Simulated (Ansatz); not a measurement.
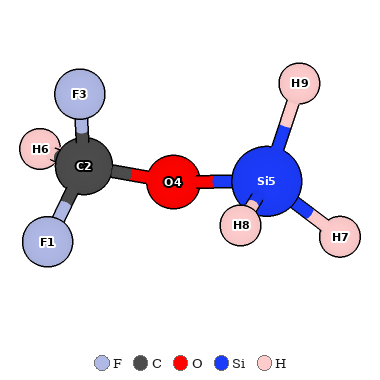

The system is CH4F2OSi, SMILES FC(F)O[SiH3]; the picture shows the reference structure. 
- Coordinates scanned: (1) bond length Si5–H7; (2) bond length Si5–H9.
- Nothing is relaxed (all other coordinates rigid).
- Grid: 7 × 7 points.
- All energies are given in kJ/mol relative to the lowest grid point.
- The reference is spin-restricted, which grows unreliable where a bond is stretched far.
- All numbers below come from RKS wB97X-V/def2-SVP in Ansatz 0.2.0.

Its coordinates:

```xyz
9

F     1.7261   -0.7498   -0.8808
C     1.3102   -0.2740    0.3144
F     1.4500    1.0779    0.2564
O     0.0231   -0.6020    0.5403
Si   -1.3118    0.1530   -0.1954
H     1.9644   -0.6711    1.1087
H    -2.4127   -0.8336   -0.0785
H    -1.0068    0.4531   -1.6193
H    -1.6540    1.4003    0.5370
```

Range: bond length Si5–H7 from 1.216 to 2.224 Å; bond length Si5–H9 from 1.278 to 2.081 Å.

> What will the energy surface look like?

The lowest grid point is at bond length Si5–H7 = 1.552 Å, bond length Si5–H9 = 1.546 Å. The bottom of the well lies between grid points, at about bond length Si5–H7 = 1.481 Å, bond length Si5–H9 = 1.486 Å, about 7.2 kJ/mol lower on the interpolated surface. It is the only kind of minimum in the scanned range. The highest grid point, bond length Si5–H7 = 2.224 Å, bond length Si5–H9 = 2.081 Å, lies 358 kJ/mol above the lowest. Round the minimum the contours are nearly round: the two directions are equally stiff and uncoupled.

```tsv
bond length Si5–H9 ↓, bond length Si5–H7 →	1.216	1.384	1.552	1.720	1.888	2.056	2.224
2.081	242	156	151	186	239	298	358
1.947	196	109	104	139	192	251	311
1.813	153	66	60	95	147	207	267
1.680	116	29	23	58	110	169	229
1.546	94	6	0	34	86	145	205
1.412	97	9	2	36	88	147	207
1.278	146	58	50	84	135	194	253
```

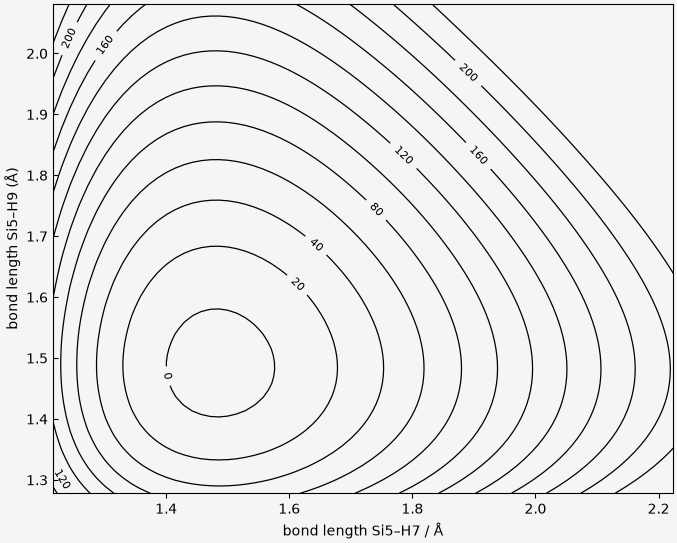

In the figure: contour lines labelled in kJ/mol (none above 220). Between grid points the surface is interpolated.

Each point was launched as `ansatz run input.yaml --threads 1 --pin off --max-ram 2560MiB --backend cpu --events-out ev --progress --plain --runs-dir out`. Time for the 49 points that were run: 9.2 min on 1 thread of Intel(R) Xeon(R) Platinum 8488C (Sapphire Rapids) (shared host).
